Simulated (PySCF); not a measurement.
**C₅H₁₂FPSi: a changed input and its effect**

System: C₅H₁₂FPSi.
Method of the first run: GIAO B3LYP/pcSseg-1 NMR shielding, non-relativistic, gas phase (PySCF 2.14.0).

The geometry comes from this level: PBE0-D3(BJ)/def2-SVP. Text and figures count atoms from 1; the logs count them from 0 in places.

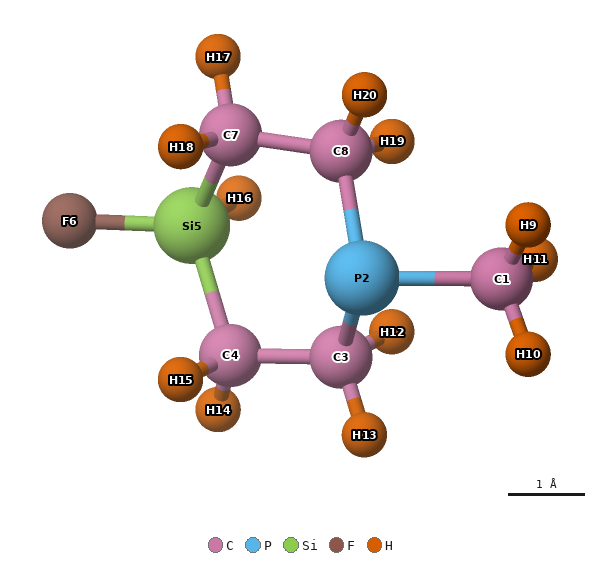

Fig. 1: The structure as given in the input (ball-and-stick view, seen at a tilt; atoms are numbered from 1 in the order of the input).

### Input file, the first run
```
{"job": {"kind": "nmr", "xc": "B3LYP", "basis": "pcSseg-1", "pop": false}, "charge": 0, "multiplicity": 1}
C     -2.914522    -0.231273    -0.819998
P     -1.428221    -0.229443     0.275822
C     -0.666969     1.393204    -0.242391
C      0.749357     1.576429     0.320343
Si     1.916418     0.280256    -0.361200
F      3.328035     0.313266     0.457343
C      1.108796    -1.397766    -0.164079
C     -0.330934    -1.384020    -0.694893
H     -3.410550    -1.211794    -0.760686
H     -3.631388     0.524714    -0.465244
H     -2.666913    -0.020873    -1.873471
H     -0.665701     1.462135    -1.346388
H     -1.334245     2.194166     0.118657
H      1.130479     2.587740     0.099759
H      0.735453     1.483821     1.420893
H      2.236573     0.553778    -1.795152
H      1.708328    -2.171334    -0.672609
H      1.114532    -1.656438     0.909770
H     -0.355938    -1.102841    -1.764485
H     -0.779666    -2.389813    -0.627537
```

The first line tells a small driver script what to run in PySCF; the rest is the geometry in Å.

Command:
```bash
OMP_NUM_THREADS=1 python <driver script> task.json out
```

Hardware: 1 CPU thread, shared host.

### Output (the first run)
```
coarse grid: 17208 points
cycle   1  E = -928.3416134266  dE =  5.857e-01  |g| = 7.464e-01  |ddm| = 4.033e+00
cycle   2  E = -928.2420312090  dE =  9.958e-02  |g| = 1.080e+00  |ddm| = 1.457e+00
cycle   3  E = -928.4540982958  dE = -2.121e-01  |g| = 1.016e-01  |ddm| = 8.963e-01
cycle   4  E = -928.4557061365  dE = -1.608e-03  |g| = 3.852e-02  |ddm| = 1.010e-01
cycle   5  E = -928.4560062268  dE = -3.001e-04  |g| = 7.681e-03  |ddm| = 3.958e-02
cycle   6  E = -928.4560189417  dE = -1.271e-05  |g| = 3.394e-03  |ddm| = 1.306e-02
cycle   7  E = -928.4560218446  dE = -2.903e-06  |g| = 6.112e-04  |ddm| = 3.659e-03
final grid: 155960 points
cycle   8  E = -928.5156371783  dE = -3.808e-05  |g| = 6.546e-03  |ddm| = 3.161e-02
cycle   9  E = -928.5156298978  dE =  7.280e-06  |g| = 8.430e-03  |ddm| = 1.293e-02
cycle  10  E = -928.5156479903  dE = -1.809e-05  |g| = 8.215e-04  |ddm| = 7.500e-03
cycle  11  E = -928.5156481060  dE = -1.157e-07  |g| = 2.743e-04  |ddm| = 1.019e-03
cycle  12  E = -928.5156481190  dE = -1.306e-08  |g| = 5.486e-05  |ddm| = 2.368e-04
cycle  13  E = -928.5156481195  dE = -4.975e-10  |g| = 1.919e-05  |ddm| = 7.949e-05
converged SCF energy = -928.5156481195

GIAO shielding tensors (ppm)
atom      isotropic    diamagn.    paramagn.     s11        s22        s33       span
  0 C      162.667     252.185     -89.518    150.231    155.876    181.896     31.665
  1 P      345.167     967.776    -622.610    315.053    349.298    371.149     56.095
  2 C      148.901     253.197    -104.296    134.227    141.246    171.231     37.004
  3 C      166.381     253.008     -86.626    159.522    161.405    178.218     18.696
  4 Si     318.936     877.377    -558.441    273.712    321.924    361.173     87.461
  5 F      368.728     466.231     -97.504    355.019    366.930    384.234     29.215
  6 C      166.368     253.034     -86.666    159.455    161.344    178.305     18.850
  7 C      148.962     253.215    -104.253    134.629    141.092    171.165     36.536
  8 H       30.413      29.556       0.857     26.168     27.507     37.565     11.397
  9 H       30.400      29.551       0.849     26.153     27.470     37.577     11.424
 10 H       30.719      31.344      -0.626     26.767     29.213     36.175      9.408
 11 H       30.422      33.558      -3.137     26.942     30.274     34.050      7.108
 12 H       29.675      31.768      -2.094     24.044     28.851     36.131     12.087
 13 H       30.181      29.157       1.024     25.115     27.845     37.584     12.469
 14 H       30.435      31.482      -1.047     27.012     28.776     35.516      8.505
 15 H       26.486      29.266      -2.780     23.252     25.079     31.128      7.876
 16 H       30.183      29.130       1.053     25.116     27.853     37.581     12.465
 17 H       30.435      31.485      -1.049     27.019     28.792     35.496      8.477
 18 H       30.415      33.543      -3.128     26.934     30.268     34.043      7.109
 19 H       29.682      31.743      -2.061     24.052     28.842     36.151     12.099
```

The input of the second run differs as follows (lines with − go, lines with + come):
```diff
-"xc": "B3LYP"
+"xc": "PBE0"
-"pop": false
```

Predict how the results change.

The total energies belong to different methods, so their difference says nothing on which is more stable or more accurate. The HOMO goes from −6.42 to −6.62 eV. The LUMO goes from 0.44 to 0.66 eV. The dipole moment goes from 2.33 to 2.42 D. Of all shieldings, the largest change is that of P2, by +28.8 ppm. The functional changes from B3LYP to PBE0. The SCF takes 12 iterations against 13.

### Output (the second run)
```
coarse grid: 17208 points
cycle   1  E = -927.7394257243  dE =  6.166e-01  |g| = 6.582e-01  |ddm| = 4.016e+00
cycle   2  E = -927.6865919645  dE =  5.283e-02  |g| = 8.923e-01  |ddm| = 1.221e+00
cycle   3  E = -927.8259135676  dE = -1.393e-01  |g| = 8.041e-02  |ddm| = 7.166e-01
cycle   4  E = -927.8268988885  dE = -9.853e-04  |g| = 3.298e-02  |ddm| = 8.118e-02
cycle   5  E = -927.8271251899  dE = -2.263e-04  |g| = 5.877e-03  |ddm| = 3.330e-02
cycle   6  E = -927.8271325228  dE = -7.333e-06  |g| = 2.675e-03  |ddm| = 9.801e-03
final grid: 155960 points
cycle   7  E = -927.8807245410  dE = -3.459e-05  |g| = 1.093e-02  |ddm| = 3.492e-02
cycle   8  E = -927.8807005248  dE =  2.402e-05  |g| = 1.463e-02  |ddm| = 2.238e-02
cycle   9  E = -927.8807552330  dE = -5.471e-05  |g| = 1.112e-03  |ddm| = 1.370e-02
cycle  10  E = -927.8807554797  dE = -2.467e-07  |g| = 2.739e-04  |ddm| = 1.205e-03
cycle  11  E = -927.8807554928  dE = -1.313e-08  |g| = 6.336e-05  |ddm| = 2.513e-04
cycle  12  E = -927.8807554935  dE = -6.598e-10  |g| = 2.739e-05  |ddm| = 8.896e-05
converged SCF energy = -927.8807554935

GIAO shielding tensors (ppm)
atom      isotropic    diamagn.    paramagn.     s11        s22        s33       span
  0 C      168.761     253.326     -84.565    157.137    162.290    186.856     29.719
  1 P      373.933     967.296    -593.363    344.872    380.006    396.919     52.047
  2 C      156.171     253.621     -97.451    142.340    148.932    177.239     34.899
  3 C      172.623     253.619     -80.996    165.483    167.890    184.496     19.012
  4 Si     329.948     877.064    -547.116    284.469    330.801    374.575     90.106
  5 F      372.934     465.644     -92.710    361.349    372.178    385.275     23.926
  6 C      172.610     253.648     -81.039    165.412    167.837    184.580     19.169
  7 C      156.222     253.638     -97.416    142.699    148.799    177.170     34.471
  8 H       30.284      29.535       0.749     25.784     27.240     37.827     12.043
  9 H       30.269      29.528       0.741     25.768     27.202     37.838     12.071
 10 H       30.610      31.051      -0.441     26.388     29.064     36.377      9.989
 11 H       30.307      33.162      -2.855     26.647     30.043     34.231      7.584
 12 H       29.563      31.773      -2.210     23.678     28.561     36.451     12.773
 13 H       30.053      29.151       0.901     24.756     27.524     37.878     13.123
 14 H       30.295      31.094      -0.799     26.679     28.493     35.712      9.034
 15 H       26.261      28.780      -2.519     22.991     24.823     30.968      7.977
 16 H       30.054      29.129       0.926     24.757     27.531     37.875     13.119
 17 H       30.295      31.097      -0.802     26.686     28.509     35.690      9.005
 18 H       30.300      33.148      -2.848     26.639     30.037     34.223      7.585
 19 H       29.569      31.754      -2.185     23.687     28.552     36.470     12.783
```

### The two runs side by side

```tsv
quantity	the first run	the second run
outcome	converged	converged
total energy (hartree)	−928.515648	−927.880755
HOMO (eV)	−6.42	−6.62
LUMO (eV)	0.44	0.66
dipole moment (D)	2.33	2.42
shielding of C1 (ppm)	162.7	168.8
shielding of P2 (ppm)	345.2	373.9
shielding of C3 (ppm)	148.9	156.2
shielding of C4 (ppm)	166.4	172.6
shielding of Si5 (ppm)	318.9	329.9
shielding of C7 (ppm)	166.4	172.6
shielding of C8 (ppm)	149.0	156.2
SCF iterations	13	12
basis functions	210	210
wall time (shared host)	34 s	39 s
```
